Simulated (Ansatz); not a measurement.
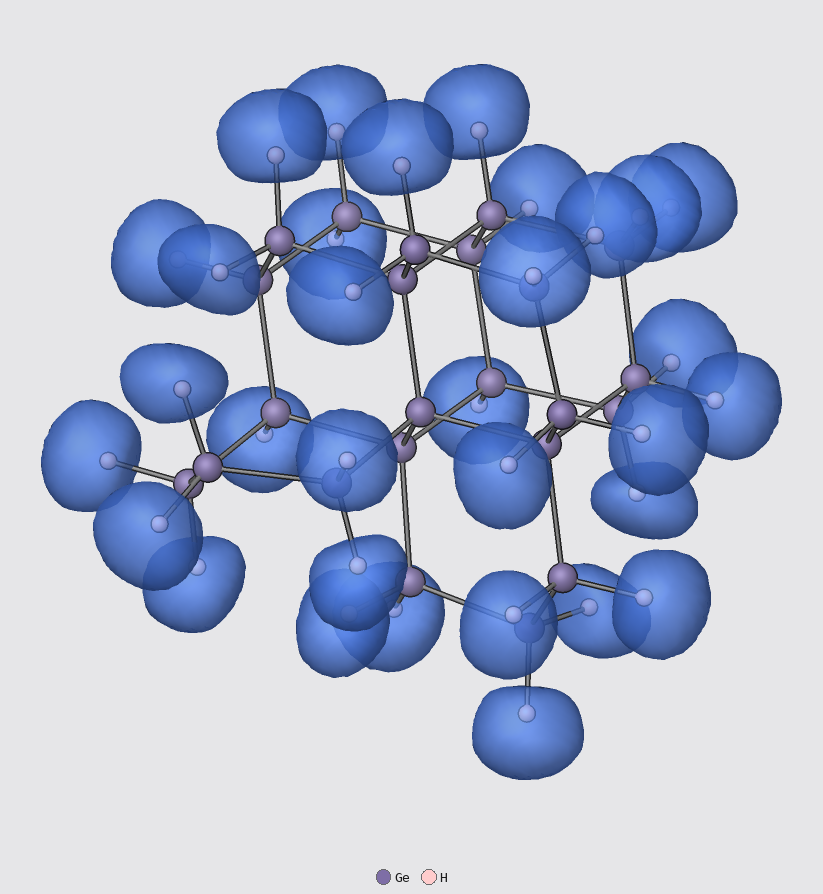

*Ge23H32 (Ge23H32 off sphere). Isosurface of the electron localisation function at 0.9 (blue), seen at a tilt. Core shells and regions of very low density are left out.*

Geometry: PBE-D4/def2-SVP.

Level of theory: Ansatz 0.2.0, RKS PBE0-D4/def2-SVP.

The calculation's input:

```
crystal:
  periodic: [false, false, false]
  atoms:
    - {symbol: Ge, position_ang: [-4.520005, 1.745946, -0.628599]}
    - {symbol: Ge, position_ang: [-1.961889, -3.684485, 2.423435]}
    - {symbol: Ge, position_ang: [1.229750, -3.903050, -0.726571]}
    - {symbol: Ge, position_ang: [-1.646385, 1.814382, -3.514340]}
    - {symbol: Ge, position_ang: [1.138889, -1.037347, -3.483999]}
    - {symbol: Ge, position_ang: [-1.669289, -1.047584, -0.669846]}
    - {symbol: Ge, position_ang: [-1.630590, 1.684745, 2.237739]}
    - {symbol: Ge, position_ang: [1.200810, -1.068383, 2.130524]}
    - {symbol: Ge, position_ang: [1.195586, 1.796261, -0.660290]}
    - {symbol: Ge, position_ang: [4.019990, -1.149928, -0.765029]}
    - {symbol: Ge, position_ang: [3.875340, 2.025235, 2.407336]}
    - {symbol: Ge, position_ang: [-3.169162, -2.278812, 0.829240]}
    - {symbol: Ge, position_ang: [-3.052140, 0.418373, -2.074257]}
    - {symbol: Ge, position_ang: [-3.276860, 3.037754, 1.037040]}
    - {symbol: Ge, position_ang: [-0.251344, -2.480575, -2.064996]}
    - {symbol: Ge, position_ang: [-0.221625, -2.427345, 3.598841]}
    - {symbol: Ge, position_ang: [2.611885, -2.492125, 0.723491]}
    - {symbol: Ge, position_ang: [-0.270413, 0.357977, -4.920953]}
    - {symbol: Ge, position_ang: [-0.137766, 3.195924, -2.171381]}
    - {symbol: Ge, position_ang: [2.589142, 0.350807, -2.069007]}
    - {symbol: Ge, position_ang: [-0.225819, 0.359572, 0.729159]}
    - {symbol: Ge, position_ang: [2.544584, 0.359721, 3.605901]}
    - {symbol: Ge, position_ang: [2.504562, 3.262106, 0.804376]}
    - {symbol: H, position_ang: [-5.376375, 2.716391, -1.496804]}
    - {symbol: H, position_ang: [-5.499533, 0.784175, 0.106705]}
    - {symbol: H, position_ang: [-2.964097, -4.268192, 3.464719]}
    - {symbol: H, position_ang: [-1.323059, -4.880188, 1.664240]}
    - {symbol: H, position_ang: [2.161208, -4.699658, -1.691280]}
    - {symbol: H, position_ang: [0.414660, -4.932532, 0.107981]}
    - {symbol: H, position_ang: [-2.551783, 2.721802, -4.407714]}
    - {symbol: H, position_ang: [2.051861, -1.950945, -4.365103]}
    - {symbol: H, position_ang: [-2.373172, 0.699045, 3.188176]}
    - {symbol: H, position_ang: [-0.730475, 2.597334, 3.123093]}
    - {symbol: H, position_ang: [4.764592, -2.106223, -1.747866]}
    - {symbol: H, position_ang: [5.094097, -0.355383, 0.034020]}
    - {symbol: H, position_ang: [5.039296, 1.324243, 1.656264]}
    - {symbol: H, position_ang: [4.503462, 3.020925, 3.427354]}
    - {symbol: H, position_ang: [-4.176574, -3.129413, -0.000744]}
    - {symbol: H, position_ang: [-3.995100, -1.219142, 1.618848]}
    - {symbol: H, position_ang: [-3.944135, -0.479910, -2.991376]}
    - {symbol: H, position_ang: [-4.283416, 3.652454, 2.056333]}
    - {symbol: H, position_ang: [-2.542020, 4.214799, 0.335600]}
    - {symbol: H, position_ang: [-1.161318, -3.367905, -2.973847]}
    - {symbol: H, position_ang: [0.675843, -3.407932, 4.412847]}
    - {symbol: H, position_ang: [-0.904460, -1.466477, 4.617671]}
    - {symbol: H, position_ang: [3.507101, -3.387560, 1.638216]}
    - {symbol: H, position_ang: [-1.176062, -0.543196, -5.811093]}
    - {symbol: H, position_ang: [0.629680, 1.214241, -5.861071]}
    - {symbol: H, position_ang: [0.839016, 3.960970, -3.116616]}
    - {symbol: H, position_ang: [-0.932966, 4.256931, -1.355455]}
    - {symbol: H, position_ang: [3.468498, 1.255198, -2.991513]}
    - {symbol: H, position_ang: [1.559307, 1.104546, 4.555252]}
    - {symbol: H, position_ang: [3.467592, -0.527969, 4.493169]}
    - {symbol: H, position_ang: [1.491035, 4.148601, 1.588671]}
    - {symbol: H, position_ang: [3.390046, 4.211793, -0.056491]}
basis:
  gaussian: {orbitals: def2-SVP, fitting: {mean_field: def2-universal-jkfit}, initial_orbitals: start.molden}
hamiltonian: {xc: pbe0, dispersion: d4}
scf: {omitted_lower_state_checks: [starts]}
output: {forces: true, orbitals: {seedname: orbitals}}
```

Run with:

```sh
ansatz run in.yaml --threads 11 --pin off --events-out ev --progress --plain --max-ram 110592MiB --backend cuda --devices 0, --max-vram 75GiB
```

Where are the electrons localised?

The ELF exceeds this value in 32 regions around hydrogen nuclei. Along the contacts the grid gives the following. Ge–Ge (2.44 Å): the ELF peaks at about 0.85 between the atoms, as expected for localised, covalent bonding. Ge–H (1.55 Å): the ELF climbs to about 1 towards the hydrogen.
